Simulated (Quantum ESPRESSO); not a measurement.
# MnPt3: one coupling from two orders, and a test

Aim: get Heisenberg couplings of MnPt3 from the energies of collinear orders, with pencil and paper, and test them on an order left out of the fit.

Calculated with Quantum ESPRESSO 7.5; PBEsol; plane waves with GBRV 1.5 PBEsol potentials, no spin-orbit coupling.

## Step 1: Starting point

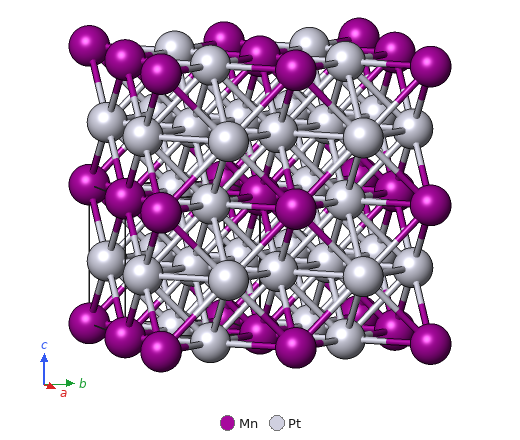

The cell as given, slightly off an axis (manganese purple, platinum light grey). 2×2×2 cells are drawn. Some periodic images of atoms are drawn too.

As a file:

```cif
data_structure
_symmetry_space_group_name_H-M 'Pm-3m'
_symmetry_Int_Tables_number 221
_cell_length_a 3.9000
_cell_length_b 3.9000
_cell_length_c 3.9000
_cell_angle_alpha 90.000
_cell_angle_beta 90.000
_cell_angle_gamma 90.000
_cell_volume 59.32
loop_
_atom_site_label
_atom_site_type_symbol
_atom_site_symmetry_multiplicity
_atom_site_Wyckoff_symbol
_atom_site_fract_x
_atom_site_fract_y
_atom_site_fract_z
_atom_site_occupancy
Mn1 Mn 1 a 0.00000 0.00000 0.00000 1
Pt1 Pt 3 c 0.00000 0.50000 0.50000 1
```

The cell comes from the Crystallography Open Database.

## Step 2: The parallel order

All energies count from this run.

Input file pw.in:

```
&CONTROL
  calculation = 'scf'
  prefix = 'pwscf'
  outdir = './tmp'
  pseudo_dir = './pseudo'
  disk_io = 'nowf'
/
&SYSTEM
  ibrav = 0
  nat = 4
  ntyp = 2
  ecutwfc = 40
  ecutrho = 280
  nbnd = 43
  occupations = 'smearing'
  smearing = 'fd'
  degauss = 0.00734986
  nspin = 2
  starting_magnetization(1) = 0.2333
  starting_magnetization(2) = 0
/
&ELECTRONS
  conv_thr = 8d-09
  electron_maxstep = 150
  mixing_beta = 0.3
/
ATOMIC_SPECIES
Mn     54.9380 mn_pbesol_v1.5.uspp.F.UPF
Pt    195.0840 pt_pbesol_v1.4.uspp.F.UPF
CELL_PARAMETERS angstrom
   3.9000000000    0.0000000000    0.0000000000
   0.0000000000    3.9000000000    0.0000000000
   0.0000000000    0.0000000000    3.9000000000
ATOMIC_POSITIONS crystal
Mn      0.0000000000    0.0000000000    0.0000000000
Pt      0.0000000000    0.5000000000    0.5000000000
Pt      0.5000000000    0.0000000000    0.5000000000
Pt      0.5000000000    0.5000000000    0.0000000000
K_POINTS automatic
6 6 6 0 0 0
```

On the command line:

```console
$ OMP_NUM_THREADS=1 mpirun -n 4 pw.x -nk 4 -in pw.in > pw.out
```

Output:

```text
Program PWSCF v.7.5 starts
     [... lines left out ...]
     number of atoms/cell      =            4
     [... lines left out ...]
     number of electrons       =        63.00
     number of Kohn-Sham states=           43
     kinetic-energy cutoff     =      40.0000  Ry
     charge density cutoff     =     280.0000  Ry
     scf convergence threshold =      8.0E-09
     [... lines left out ...]
     48 Sym. Ops., with inversion, found
     [... lines left out ...]
     number of k points=    20  Fermi-Dirac smearing, width (Ry)=  0.0073
     [... lines left out ...]
     iteration # 14     ecut=    40.00 Ry     beta= 0.30
     [... lines left out ...]
     Magnetic moment per site  (integrated on atomic sphere of radius R)
     atom   1 (R=0.292)  charge= 13.6770  magn=  3.7428
     atom   2 (R=0.292)  charge= 14.0295  magn=  0.1349
     atom   3 (R=0.292)  charge= 14.0295  magn=  0.1349
     atom   4 (R=0.292)  charge= 14.0295  magn=  0.1349
     [... lines left out ...]
     the Fermi energy is    20.6584 ev
!    total energy              =    -842.83203534 Ry
     estimated scf accuracy    <          1.8E-09 Ry
     smearing contrib. (-TS)   =      -0.00869571 Ry
     [... lines left out ...]
     total magnetization       =     4.18 Bohr mag/cell
     absolute magnetization    =     4.39 Bohr mag/cell
     convergence has been achieved in  14 iterations
   JOB DONE.
```

Run time: 13 s. Hardware: 4 MPI ranks of Intel Xeon Platinum 8488C (Sapphire Rapids), shared host; peak memory 0.43 GiB.

Spin moment in the atom's sphere by atom:

| atom | spin moment in the atom's sphere (μB) |
| --- | --- |
| Mn1 | 3.74 |
| Pt2 | 0.13 |
| Pt3 | 0.13 |
| Pt4 | 0.13 |

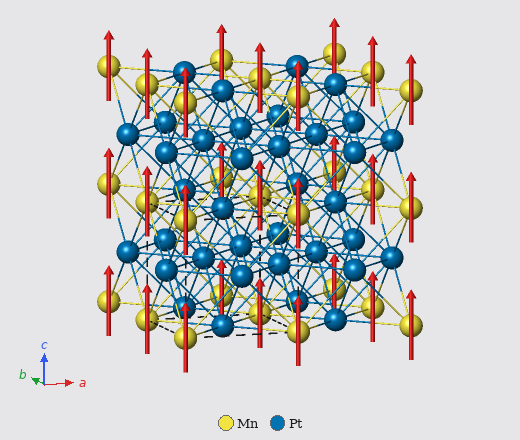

Spin moment in the atom's sphere as arrows, the longest 3.74 μB. Up and down stand for the sign. Arrows give size and sign along the axis of quantisation, drawn up and down the page. 2×2×2 cells are drawn. Some periodic images of atoms are drawn too.

Read from the output:

- smearing term TS: 0.1183 eV
- magnetization: 4.177 μB
- absolute magnetization: 4.386 μB
- final state: ferromagnetic

## Step 3: The orders used for the fit

The other orders were run with the same settings, on meshes that hold the same points. Free energies are divided by the number of Mn atoms; q is in fractions of the reciprocal vectors of the first run's cell.

```
              order  atoms   mesh  free energy (eV)    eV per Mn  largest moment (μB)
                F +      4  6×6×6       -11467.3140  -11467.3140                 3.74
AF q=(0,1/2,1/2) +-      8  6×3×6       -22934.5833  -11467.2916                 3.71
```

## Step 4: Counting neighbours

With E = −Σ J e_i·e_j over ordered pairs of unit vectors, turning a neighbour from parallel to opposed costs 2J a Mn atom. So an order lies 2 Σ n J over the parallel one, n being the opposed neighbours in each shell.

```
shell  distance (Å)  neighbours  opposed in AF q=(0,1/2,1/2) +-  opposed in AF q=(0,0,1/2) +-
   J1          3.90           6                               4                             2
   J2          5.52          12                               8                             8
```

Only J1 is kept, as an effective coupling that takes up all reversed shells.

## Step 5: Solving

```
2 × 4 × J1 = +22.4 meV    (AF q=(0,1/2,1/2) +-)
J1 = +2.80 meV
```

## Step 6: The test

The couplings now give the orders that were left out:

```
2 × 2 × (+2.80) = +11.2 meV    (AF q=(0,0,1/2) +-)
```

The runs themselves:

```csv
order,atoms,mesh,free energy (eV),eV per Mn,largest moment (μB),over the parallel order (meV),foretold (meV)
"AF q=(0,0,1/2) +-",8,6×6×3,-22934.5852,-11467.2926,3.73,+21.4,+11.2
```

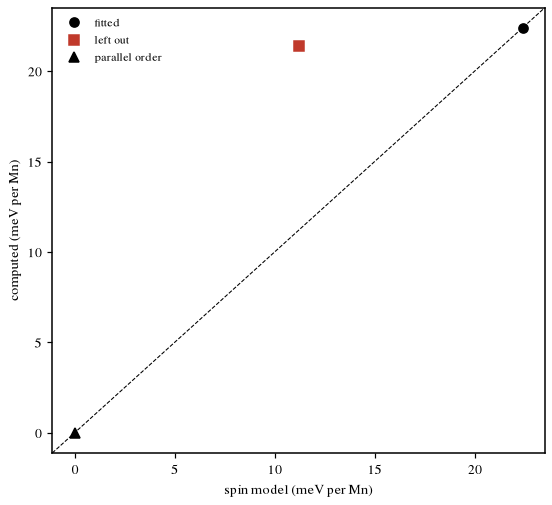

Computed energies of the orders against the model; the dashed line marks agreement.

## Step 7: One more shell

One way to take up the miss is the next shell. Both differences then fix both couplings, and no order is left for a test.

```
2 × 4 × J1 + 2 × 8 × J2 = +22.4 meV    (AF q=(0,1/2,1/2) +-)
2 × 2 × J1 + 2 × 8 × J2 = +21.4 meV    (AF q=(0,0,1/2) +-)
J1 = +0.25 meV
J2 = +1.27 meV
```

## Step 8: Mean-field temperature

```
gain of F + over disorder = (6 − 2 × 0) × (+0.25) + (12 − 2 × 0) × (+1.27) = 16.7 meV
T = 2 × 16.7 / (3 × 0.08617) = 130 K
```

## Step 9: Outcome

```yaml
effective_j1_mn_mn_at_3p90_a: 2.8 meV
largest_miss_on_the_orders_left_out: 10 meV
j1_with_two_shells: 0.25 meV
j2_with_two_shells: 1.27 meV
mean_field_ordering_temperature: 130 K
```

**Reading.** The model misses the order left out by 10 meV, 46 % of the largest energy difference, so it fails: these couplings alone don't describe the crystal. With the next shell added the couplings are J1 = +0.25 and J2 = +1.27 meV, untested. The largest moment changes by 0.82 % between the orders. Shells that were dropped are folded into the couplings or show in the miss. The smearing terms TS of the orders run from 118 to 139 meV a seeded atom, so the differences would change at a smaller width: an order with a larger TS is lowered more by the smearing. Mean field overstates the temperature of the model, and classical spins understate it for small quantum spins, by up to the factor (S+1)/S. Energies are free energies at an electronic temperature of 1160 K, which lowers moments and differences where the moments are itinerant.

[Logs and program files are shortened in this print: banners, set-up blocks, solver, clock and traceback lines can be left out without a mark of their own.]

[Logs are printed without paths, hosts, clocks, repeated set-up lines and the standing remarks that a program may print on its own settings, such as how far it seeks lower states.]

[Hosts, paths, dates, database ids (printed as entryN), source tags and the programs' standing remarks are cut or masked in the printed files.]

[Where a cell is said to come from a database of computed structures, the database is the Materials Project.]
